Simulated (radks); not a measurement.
**Sb⁴⁺: atomic calculation**

System: the Sb⁴⁺ ion in the configuration [Kr] 4d10 5s1 (high spin).
Method: scalar-relativistic Kohn-Sham, XLYP, spin-polarised, spherical densities, finite nucleus (the in-house radial solver radks).

## The input
```
Z 51
configuration [Kr] 4d10 5s1 5p0 6s0 4f0 5d0
relativity scalar-relativistic
functional xlyp
spin polarised
nucleus finite rms 4.6802 fm
c 137.035999084
```

Energies in input and log are in hartree, lengths in bohr (the nuclear radius in fm).

## Output
```
1s      1   1.0000       -1115.52139483
2s      1   1.0000        -171.09717844
2p      1   3.0000        -153.78162765
3s      1   1.0000         -34.80804278
3p      1   3.0000         -29.16348311
3d      1   5.0000         -20.54502856
4s      1   1.0000          -7.03714722
4p      1   3.0000          -5.30632711
4d      1   5.0000          -2.78659975
5s      1   1.0000          -1.85590005
5p      1   0.0000          -1.45715815
6s      1   0.0000          -0.83408482
4f      1   0.0000          -0.72388608
5d      1   0.0000          -0.92876493
1s      2   1.0000       -1115.51932625
2s      2   1.0000        -171.09609745
2p      2   3.0000        -153.78045567
3s      2   1.0000         -34.80613054
3p      2   3.0000         -29.16153008
3d      2   5.0000         -20.54325793
4s      2   1.0000          -7.03273639
4p      2   3.0000          -5.30090755
4d      2   5.0000          -2.77613407
5s      2   0.0000          -1.82596180
5p      2   0.0000          -1.43235979
6s      2   0.0000          -0.81309395
4f      2   0.0000          -0.70364022
5d      2   0.0000          -0.91234447
Etot -6479.0605661205145
Ekin 6776.461895900679
Encl -15593.964632834053
Eh 2508.5784853295436
Exc -170.13631451668533
err 2.689050896278206e-09
it 19
```

## Orbitals

```
orbital  occupation  energy (eV)  ⟨r⟩ (bohr)  outer maximum (bohr)
  1s up           1     −30354.9     0.02842                0.0183
1s down           1     −30354.8     0.02842                0.0183
  2s up           1      −4655.8      0.1226                 0.104
2s down           1      −4655.8      0.1226                 0.104
  2p up           3      −4184.6      0.1071                0.0830
2p down           3      −4184.6      0.1071                0.0830
  3s up           1     −947.175      0.3306                 0.300
3s down           1     −947.123      0.3306                 0.300
  3p up           3     −793.579      0.3288                 0.293
3p down           3     −793.526      0.3288                 0.293
  3d up           5     −559.059      0.3054                 0.244
3d down           5     −559.011      0.3054                 0.244
  4s up           1     −191.491      0.7899                 0.722
4s down           1     −191.371      0.7895                 0.722
  4p up           3     −144.393      0.8505                 0.762
4p down           3     −144.245      0.8496                 0.762
  4d up           5      −75.827       1.015                 0.844
4d down           5      −75.542       1.011                 0.844
  5s up           1      −50.502       1.952                  1.78
5s down           0      −49.687       1.962                  1.78
  5p up           0      −39.651       2.230                  2.02
5p down           0      −38.976       2.245                  2.04
  5d up           0      −25.273       2.936                  2.67
  6s up           0      −22.697       3.843                  3.76
  4f up           0      −19.698       2.632                  2.29
```

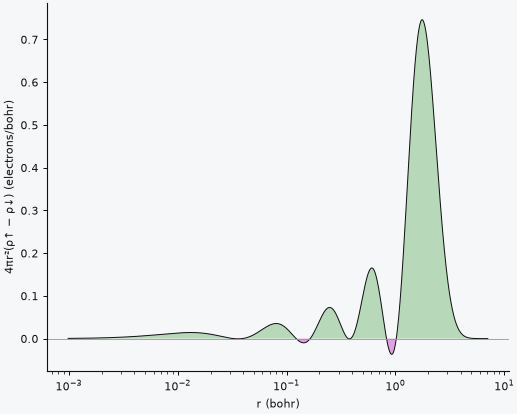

*The radial spin density.*

The curve integrates to 1 unpaired electron, held by 5s (+1). Its largest value, 0.746 electrons/bohr, lies near r = 1.8 bohr. Regions of the opposite sign hold 0.0049 electrons in all, from the polarisation of filled shells.

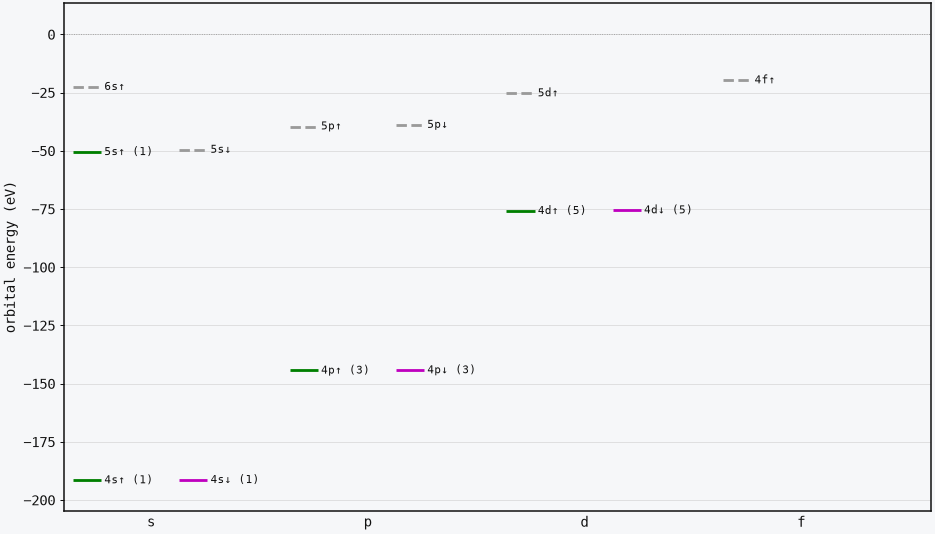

*The outer levels are drawn by angular momentum (occupations in brackets, up spins at the left of each column and down spins at the right, empty levels dashed).*

The highest occupied level is 5s up at −50.5 eV. The highest 3 occupied levels, from the top down, are 5s up (−50.5 eV), 4d down (−75.5 eV), 4d up (−75.8 eV). The lowest empty level drawn is 5s down at −49.7 eV. The largest exchange splitting (down less up) among the shells drawn in both spins is that of 5s, 0.815 eV. The semi-empirical ionisation energy (NIST) is 55.0 eV; minus the highest level, 50.5 eV, lies 8.2 % below it.

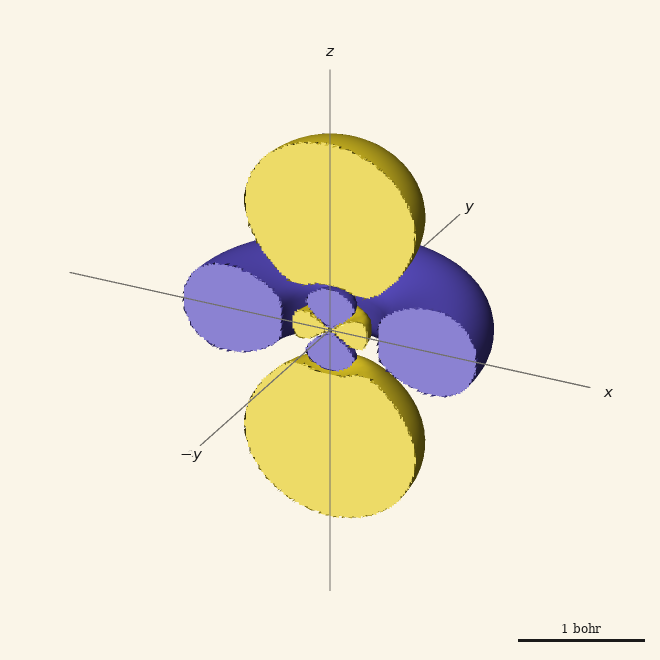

*One occupied orbital of down spin is shown. The surface of constant |ψ| that holds about 80 % of the electron is drawn, yellow where ψ is positive and blue where it is negative, with the half in front of the xz plane cut away and the cut face painted. The radial function comes from the spherical calculation and is multiplied by a real spherical harmonic; the overall sign is chosen so that the largest lobe of P(r) is positive; at the scalar-relativistic level it is the large component.*

It is 4d(z²) of down spin. It has two nodal cones about z and 1 radial node, at r = 0.376 bohr. The outermost maximum of P² lies at 0.844 bohr, ⟨r⟩ = 1.01 bohr, 90 % of the charge lies within 1.55 bohr, and the eigenvalue is −75.5 eV, with 5 electrons in the shell for this spin.

## Summary

| quantity | value |
| --- | --- |
| outcome | converged |
| total energy | −6479.0606 hartree |
| kinetic energy | 6776.4619 hartree |
| electron–nucleus energy | −15593.9646 hartree |
| Hartree energy | 2508.5785 hartree |
| exchange–correlation energy | −170.136315 hartree |
| radius at density 0.001 e/bohr³ | 3.13 bohr |
| SCF iterations | 19 |
| hardware | 1 CPU thread, shared host |
